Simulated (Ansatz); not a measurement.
# GdO (zincblende): how the settings move a single-point run

Question: which choices in the input matter for GdO (zincblende)?

Computed with Ansatz 0.2.0 (reference: DFT PBE+U, scalar-relativistic, plane waves, PAW, unless a step's input says otherwise).

2 further runs of the same task are left out: 1 that didn't finish, 1 set aside as unsound or not needed.

### Step 1. The system as given

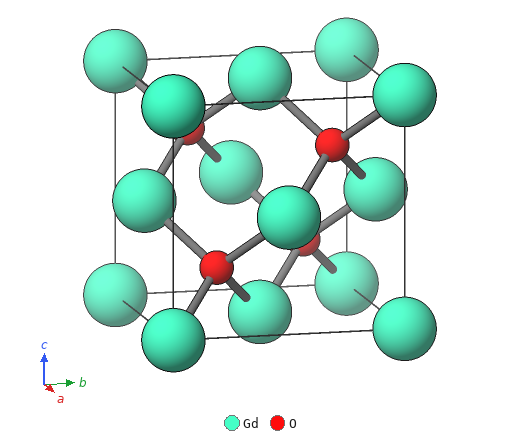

The starting structure, seen slightly off an axis (gadolinium teal, oxygen red). Atoms on the faces are drawn again on the opposite ones. The cell drawn here is the conventional one.

As a file:

```cif
data_structure
_symmetry_space_group_name_H-M 'P 1'
_symmetry_Int_Tables_number 1
_cell_length_a 3.8184
_cell_length_b 3.8184
_cell_length_c 3.8184
_cell_angle_alpha 60.000
_cell_angle_beta 60.000
_cell_angle_gamma 60.000
_cell_volume 39.37
loop_
_atom_site_label
_atom_site_type_symbol
_atom_site_fract_x
_atom_site_fract_y
_atom_site_fract_z
_atom_site_occupancy
Gd1 Gd 0.00000 0.00000 0.00000 1
O1 O 0.25000 0.25000 0.25000 1
```

### Step 2. Baseline

Contents of input.yaml:

```yaml
crystal:
  lattice:
    - [0.0, 2.7, 2.7]
    - [2.7, 0.0, 2.7]
    - [2.7, 2.7, 0.0]
  atoms:
    - { symbol: Gd, position: [0.0, 0.0, 0.0], spin: 7.0 }
    - { symbol: O, position: [0.25, 0.25, 0.25] }
basis:
  ecutwfc: 420
  ecutrho_ratio: 4
kpoints:
  mp_grid: { grid: [8, 8, 8] }
hamiltonian:
  xc: pbe
  hubbard: { sites: [{ species: Gd, l: f, u_eff: 6.0 }] }
scf:
  occupations: { method: gaussian, width: 0.05 }
  lower_state_search: "off"
output:
  forces: true
  stress: true
  eigenvalues: true
  populations: true
  hubbard: { sites: [{ species: Gd, l: f }] }
magnetization:
  spin_polarized: true
checkpoint:
  read: start.run
  write: ck
  compress: false
  write_wavefunctions: false
  write_every: 100000
```

On the command line:

```sh
$ ansatz run input.yaml --threads 4 --pin off --max-ram 6144MiB --backend cpu --events-out ev --progress --plain --runs-dir out
```

The main lines of its log:

```text
[...]
Basis set: ecut = 420 eV, 749 PW (Γ), exchange–correlation on 54×54×54 points (8 copies of the dense FFT grid, shifted against one another)
[...]
Magnetic group: BNS 216.74 (UNI 1576), of the structure as read, at distance tolerance 3.4e-5 Å
k-points: 29 of 512 (time reversal used)
[...]
SCF iter   1: F=—  HF=-9902.336309 eV  |F-HF|=—  |Δ(HF+E_count)|=         —  Δρ=3.00e-4 (↑3.00e-4 ↓2.70e-4)  dr2=3.82e-5  dr2_m=2.15e-5  M=7.941 μB ∫|m|=7.943 μB  β_m=0.30  ethr=2.91e-7  ⟨swp⟩=3.1  Hψ=8173  notcnv=0
preconditioner: auto → Kerker (q_TF=auto, 2.512 Å⁻¹)  [metal: Δε(μ)=0.022 eV  Ē_g=15.123 eV  σ=0.050 eV  W_gap=0.23  n_scr=14 (ndim 8)  ℏωp=27.8 eV  f_vac=0.018  D(μ)=0.80/eV (n_scr^D=0)]
[...]
SCF iter   2: F=—  HF=-9902.336331 eV  |F-HF|=—  |Δ(HF+E_count)|=   2.25e-5  Δρ=2.03e-4 (↑2.03e-4 ↓1.80e-4)  dr2=1.37e-5  dr2_m=1.09e-5  M=7.941 μB ∫|m|=7.943 μB  β_m=0.53  ethr=1.59e-7  ⟨swp⟩=1.6  Hψ=1233  notcnv=0
[...]
SCF iter   4: F=—  HF=-9902.336365 eV  |F-HF|=—  |Δ(HF+E_count)|=   4.09e-6  Δρ=3.20e-5 (↑2.45e-5 ↓3.20e-5)  dr2=7.19e-7  dr2_m=2.03e-7  M=7.941 μB ∫|m|=7.943 μB  β_m=0.82  ethr=1.55e-8  ⟨swp⟩=2.1  Hψ=1681  notcnv=0
SCF iter   5: F=-9902.336366 eV  HF=-9902.336366 eV  |F-HF|=4.51e-9  |Δ(HF+E_count)|=   6.16e-7  Δρ=8.77e-6 (↑8.77e-6 ↓4.66e-6)  dr2=7.10e-8  dr2_m=7.19e-9  M=7.941 μB ∫|m|=7.943 μB  ethr=4.17e-10  ⟨swp⟩=4.1  Hψ=5333  notcnv=0
[...]
SCF converged after 5 iterations
Magnetization: 7.9414 μB (15.9707 up, 8.0293 down)
[...]
Free energy (F): -9902.336366 eV
[...]
E sigma→0 (E₀):  -9902.335866 eV
[...]
Fermi energy:    12.504331 eV
[...]
  P = ⅓ Tr σ = -0.1857 GPa (-1.857 kbar)
[...]
```

Wall time 1.9 s (4 threads of Arm Neoverse V1, shared host); peak memory 0.37 GiB.

### Step 3. Changed: ecutrho_ratio 9, accuracy low, lower_state_search left out

Contents of input.yaml:

```yaml
crystal:
  lattice:
    - [0.0, 2.7, 2.7]
    - [2.7, 0.0, 2.7]
    - [2.7, 2.7, 0.0]
  atoms:
    - { symbol: Gd, position: [0.0, 0.0, 0.0], spin: 7.0 }
    - { symbol: O, position: [0.25, 0.25, 0.25] }
basis:
  ecutwfc: 420
  ecutrho_ratio: 9
kpoints:
  mp_grid: { grid: [8, 8, 8] }
hamiltonian:
  xc: pbe
  hubbard: { sites: [{ species: Gd, l: f, u_eff: 6.0 }] }
scf:
  occupations: { method: gaussian, width: 0.05 }
output:
  forces: true
  stress: true
  write_density: true
  write_potential: true
  elf: true
  volumetric_format: npy
magnetization:
  spin_polarized: true
accuracy: low
```

On the command line:

```sh
$ ansatz run input.yaml --threads 4 --pin off --max-ram 6144MiB --backend cpu --events-out ev --progress --plain --runs-dir out
```

What it wrote, shortened:

```text
Warning: RAYON_NUM_THREADS=4 ignored (pool sized by the plan → 4); use --threads N
Gd: projections on atomic orbitals take those of the free atom [Kr 4d10] 4f7 5s2 5p6 5d1 6s2, of charge +0.00 (hamiltonian.pseudopotentials.projection_atoms); the dataset's partial waves leave at most 2.5e-4 of an orbital's norm unspanned inside its sphere
O: projections on atomic orbitals take those of the free atom [He] 2s2 2p4, of charge +0.00 (hamiltonian.pseudopotentials.projection_atoms); the dataset's partial waves leave at most 1.9e-8 of an orbital's norm unspanned inside its sphere
[...]
Pseudopotentials: kind: paw
Pseudopotential: Gd, paw, valence charge 18, recommended cutoff 420 eV (normal), Gd.paw.azcp
Pseudopotential: O, paw, valence charge 6, recommended cutoff 420 eV (normal), O.paw.azcp
Functional definition: PBE
[...]
Crystal: 2 atoms, lattice volume = 39.366 Å³
Basis set: ecut = 420 eV, 749 PW (Γ), exchange–correlation on 80×80×80 points (8 copies of the dense FFT grid, shifted against one another)
Bands: 20, of which v1, the nominal top of the filled ones, is band 12 counted from 1 (11 counted from 0)
Symmetry: 24 space group operations
Space group: F-43m (ITA 216), of the structure as read, at distance tolerance 3.4e-5 Å
Magnetic group: BNS 216.74 (UNI 1576), of the structure as read, at distance tolerance 3.4e-5 Å
k-points: 29 of 512 (time reversal used)
[...]
Starting moments: Σ|m| = 7 μB on 1 of 2 sites
[...]
spin=Collinear: Kerker preconditioning applied to the charge; magnetization (m = ρ↑ − ρ↓) channel mixes plain (no charge-response kernel on spin).
[...]
SCF iter  12: F=-9902.336373 eV  HF=-9902.336373 eV  |F-HF|=8.76e-9  |Δ(HF+E_count)|=   8.69e-8  Δρ=4.31e-6 (↑4.31e-6 ↓3.10e-6)  dr2=1.56e-8  dr2_m=1.83e-9  M=7.941 μB ∫|m|=7.943 μB  ethr=1.03e-10  ⟨swp⟩=9.3  Hψ=7190  notcnv=0
[...]
SCF converged after 12 iterations
Magnetization: 7.9414 μB (15.9707 up, 8.0293 down)
Absolute magnetization: 7.9433 μB (∫|ρ↑−ρ↓|, with the PAW one-centre terms)
Spin contamination: 0.0094 ħ² per cell (⟨S²⟩ above its minimum at these occupations)
Per-site moments (μB) at R_I (Å): [(7.018341880035557, 0.9645357934649187), (0.02155654274016196, 0.9645357934649187)]
Free energy (F): -9902.336373 eV
[...]
E sigma→0 (E₀):  -9902.335873 eV
Entropy (-TS):   -0.001000 eV (-0.500 meV/atom)
Fermi energy:    12.504142 eV
[...]
--- Forces (eV/Å), atoms counted from 1 ---
  atom   1  Gd     0.00000000    -0.00000000    -0.00000000
  atom   2  O     -0.00000000     0.00000000     0.00000000
[...]
--- Stress (GPa, compression-positive) ---
       -0.185750       0.000000      -0.000000
        0.000000      -0.185750       0.000000
       -0.000000       0.000000      -0.185750
  P = ⅓ Tr σ = -0.1857 GPa (-1.857 kbar)
--- Band table (eV; the first three rows and the last of 58) ---
  k-point 0 ↑: bands = ["-33.5211", "-10.7287", "-10.7287", "-10.7287", "-6.9464", "3.7770", "3.7770", "3.7770", "3.9020", "3.9292", "3.9292", "3.9292", "6.8781", "6.8781", "6.8781", "10.0918", "14.8657", "14.8657", "16.8153", "16.8153"]
[...]
Occupation matrices written to <dir>
```

Run time: 3.1 s. Hardware: 4 threads of Arm Neoverse V1, shared host; peak memory 0.44 GiB.

Changing the numerical grids, accuracy level and search for lower states leaves the energy as it was (0.0 meV/atom).

### Step 4. The same system, input altered

Contents of input.yaml:

```yaml
crystal:
  lattice:
    - [0.0, 2.7, 2.7]
    - [2.7, 0.0, 2.7]
    - [2.7, 2.7, 0.0]
  atoms:
    - { symbol: Gd, position: [0.0, 0.0, 0.0], spin: 7.0 }
    - { symbol: O, position: [0.25, 0.25, 0.25] }
basis:
  ecutwfc: 420
  ecutrho_ratio: 4
kpoints:
  mp_grid: { grid: [8, 8, 8] }
hamiltonian:
  xc: pbe
  hubbard: { sites: [{ species: Gd, l: f, u_eff: 6.0 }] }
  pseudopotentials: { kind: nc, accuracy: standard }
scf:
  occupations: { method: gaussian, width: 0.1 }
  n_extra_bands: 8
output:
  forces: true
  stress: true
magnetization:
  spin_polarized: true
```

On the command line:

```sh
$ ansatz run input.yaml --threads 4 --pin off --max-ram 6144MiB --backend cpu --events-out ev --progress --plain --runs-dir out
```

What it wrote:

```text
Error: no pseudopotential record for Gd at <dir> Nothing was run.
  By this build's list the table `kind: nc`, `accuracy: standard` of `hamiltonian.pseudopotentials` has no Gd in this build's library.
Fix: take Gd from another table that serves this run, or name a record of your own for Gd alone.
  `kind`, and `accuracy` or `source` (`level` with this project's own files alone, `core` of norm-conserving files with no table named), under `hamiltonian.pseudopotentials` apply to every element of the deck. For PBE this build's library has files of Gd, which may not all serve this run, under
    kind: nc       accuracy: lanthanide_3plus (`lanthanide_3plus` for 3+ ions alone)
    kind: paw      source: ansatz, or accuracy: standard or stringent (the limits of `source: ansatz`: that key's Limitations)
  To change Gd alone, name a record of the deck's `kind` under `hamiltonian.pseudopotentials.azcp`, as `Gd: <path>` (`python -m ansatz.pseudopotential add <file.upf> <file.azcp>` makes one from a UPF file).
  `python` is the interpreter of the environment that holds the engine's wheel, or a checkout's `.venv/bin/python`.
```

Wall time 0.03 s (4 threads of Arm Neoverse V1, shared host); peak memory 0.065 GiB.

### Step 5. What went wrong

The run ended at the input check. Its message: «no pseudopotential record for Gd at <dir> Nothing was run.»

### Step 6. Side by side

```
                                                                                                                                 run     ending  energy change  pressure (GPa)  gap (eV)  abs. moment (μB)  force (eV/Å)  cycles    time
                                                                                                                           reference  converged              0            -0.2      0.00              7.94          0.00       -   1.9 s
                                                                       1: ecutrho_ratio 9, accuracy low, lower_state_search left out  converged   0.0 meV/atom            -0.2      0.00              7.94          0.00      12   3.1 s
2: pseudopotentials.kind nc, pseudopotentials.accuracy standard, occupations.width 0.1, n_extra_bands 8, lower_state_search left out    refused              -               -         -                 -             -       -  0.03 s
```

Times don't compare one to one where runs were asked for different outputs or read a saved state (see the inputs); cycles may leave out searches for a lower state.

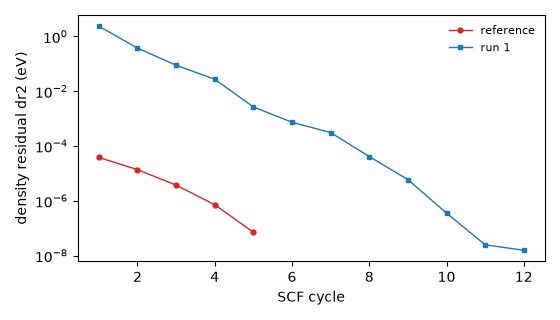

Residual by cycle in the longest SCF loop of each run; runs are numbered as in the table.

What this shows: «ecutrho_ratio 9, accuracy low, lower_state_search left out» leaves the energy as it was. 1 of the 2 altered inputs did not end normally.
